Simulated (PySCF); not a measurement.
# B3LYP/STO-6G run of NaF (SMILES [F][Na])

What is the vertical singlet–triplet gap of NaF at B3LYP/STO-6G? The job is set up through a Python script.

The calculation is run with PySCF 2.14.0.

7 further runs of the same task are left out: 7 set aside as unsound or not needed.

## (1) Starting point

NaF: 2 atoms, total charge 0, spin state singlet. SMILES: `[F][Na]`. The shape is that of a PBE0-D4/def2-TZVP optimisation.

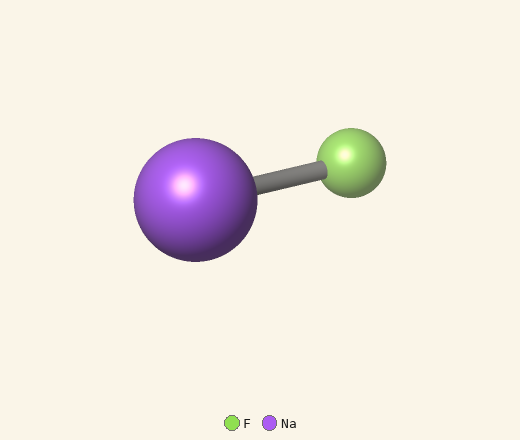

The structure, seen from a chosen angle (fluorine green, sodium purple).

## (2) A single-point energy at B3LYP/STO-6G

File job.py:

```python
from pyscf import gto, dft

mol = gto.M(
    atom='''
F     -0.804100     0.240100    -0.422400
Na     0.833600    -0.300300     0.426500
''',
    max_memory=1860,
    basis='sto-6g',
    verbose=3,
)

ks = dft.RKS(mol)
ks.xc = 'b3lyp'
ks.grids.level = 5
ks.conv_tol = 1e-10
ks.kernel()
if not ks.converged:
    ks = ks.newton().run(ks.mo_coeff, ks.mo_occ)

e_final = ks.e_tot
print('E(%s) = %.9f' % ('B3LYP', e_final))
```

Launch:

```sh
OMP_NUM_THREADS=1 python job.py
```

Log:

```text
converged SCF energy = -260.889975569711
E(B3LYP) = -260.889975570
```

It took 2.2 s on 1 thread of Intel Xeon Platinum 8259CL at 2.50GHz (Skylake/Cascade Lake), shared host; peak memory 0.16 GiB.

## (3) The triplet at the same level

File calc.py:

```python
from pyscf import gto, dft

mol = gto.M(
    atom='''
F     -1.519529     0.453723    -0.798220
Na     1.575276    -0.567485     0.805968
''',
    verbose=4,
    max_memory=1860,
    basis='sto-6g',
    charge=0,
    unit='bohr',
    spin=2,
)

myscf = dft.UKS(mol, xc='b3lyp')
myscf.grids.level = 5
myscf.conv_tol = 1e-10
myscf.kernel()
if not myscf.converged:
    myscf = myscf.newton().run(myscf.mo_coeff, myscf.mo_occ)

e_final = myscf.e_tot
print('Final energy', e_final)
```

Launch:

```sh
OMP_NUM_THREADS=1 python calc.py
```

Log:

```text
PySCF version 2.14.0

[INPUT] num. atoms = 2
[INPUT] num. electrons = 20
[INPUT] charge = 0
[INPUT] spin (= nelec alpha-beta = 2S) = 2
[INPUT] symmetry False subgroup None
[INPUT] Mole.unit = bohr
[INPUT] Symbol           X                Y                Z      unit          X                Y                Z       unit  Magmom
[INPUT]  1 F     -0.804100118132   0.240099871670  -0.422399833301 AA   -1.519529000000   0.453723000000  -0.798220000000 Bohr   0.0
[INPUT]  2 Na     0.833600160109  -0.300300129539   0.426499898331 AA    1.575276000000  -0.567485000000   0.805968000000 Bohr   0.0

nuclear repulsion = 27.2549419327959
number of shells = 8
number of NR pGTOs = 84
number of NR cGTOs = 14
basis = sto-6g
ecp = {}

[... 33 lines left out ...]
[... the frontier-level lines of each cycle are left out ...]
[... 1 line left out ...]
[... 5 lines left out ...]
[... 5 lines left out ...]
[... 5 lines left out ...]

cycle= 4 E= -260.650345286489  delta_E= -2.11e-06  |g|= 0.000101  |ddm|= 0.00191


cycle= 5 E= -260.650345293888  delta_E= -7.4e-09  |g|= 8.5e-06  |ddm|= 0.000146


cycle= 6 E= -260.650345293957  delta_E= -6.89e-11  |g|= 1.08e-06  |ddm|= 1.66e-05


Extra cycle  E= -260.650345293968  delta_E= -1.1e-11  |g|= 1.01e-06  |ddm|= 7.81e-06
converged SCF energy = -260.650345293968  <S^2> = 2.0001806  2S+1 = 3.0001204
Final energy -260.6503452939678
```

Run time: 3.3 s. Hardware: 1 thread of Intel Xeon Platinum 8259CL at 2.50GHz (Skylake/Cascade Lake), shared host; peak memory 0.17 GiB.

## (4) Outcome

At B3LYP/STO-6G:

```
                                        quantity          value
                           singlet: total energy  -260.88998 Eh
                          singlet: dipole moment         5.79 D
                           triplet: total energy  -260.65035 Eh
                          triplet: dipole moment         1.46 D
                                   triplet: ⟨S²⟩          2.000
vertical energy of the triplet above the singlet       6.521 eV
```

In words: At this shape the triplet lies 6.52 eV (629 kJ/mol) above the singlet. In a minimal basis such a difference can be off by several eV, whatever the method.
